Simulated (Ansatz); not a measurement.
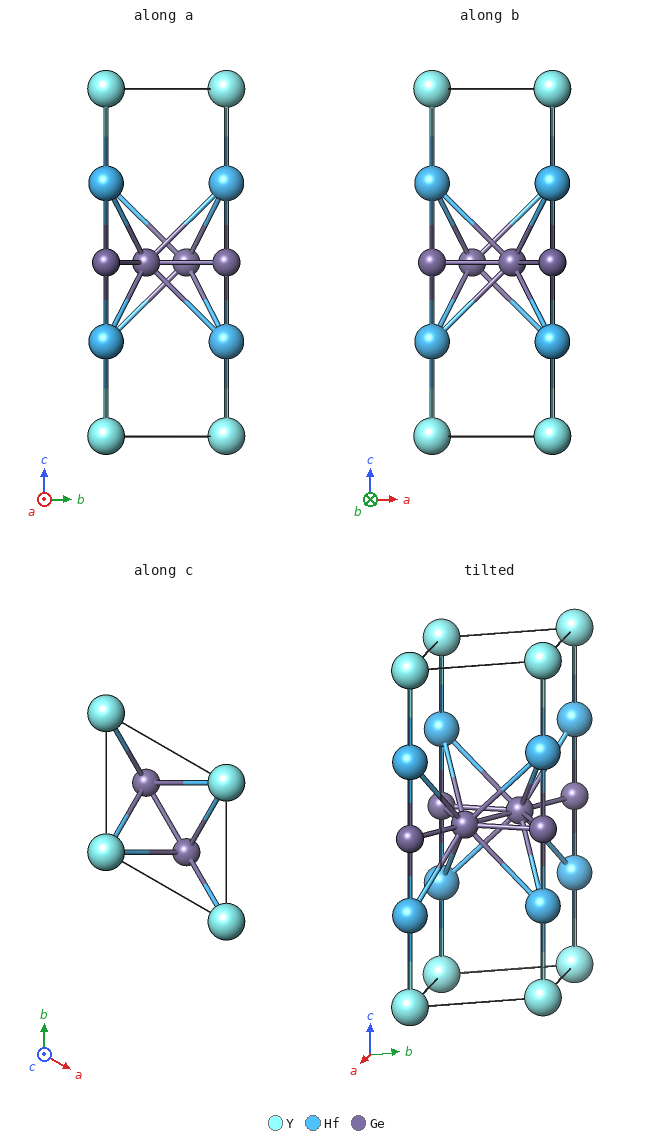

An orthographic ball-and-stick view of the structure, along the a axis, along the b axis, along the c axis and slightly off an axis. The edges of the conventional unit cell are marked.

Lattice parameters: a = 4.473 Å, b = 4.473 Å, c = 11.182 Å, α = 90.00°, β = 90.00°, γ = 120.00°. Put a along x and b in the xy plane.

Transcribe the picture into a POSCAR file, with free fractional coordinates to two decimals.

```
Y Hf Ge
1.0
     4.473    0.000    0.000
    -2.236    3.874    0.000
     0.000    0.000   11.182
Y Hf Ge
1 2 3
Direct
  0.00 0.00 0.00
  0.00 0.00 0.73
  0.00 0.00 0.27
  0.3333 0.6667 0.50
  0.6667 0.3333 0.50
  0.00 0.00 0.50
```

Provenance: a random cell made by a generator, so it need not be a real form of the compound. It is drawn as it came out of a relaxation with Ansatz, DFT PBE, scalar-relativistic, plane waves, PAW.
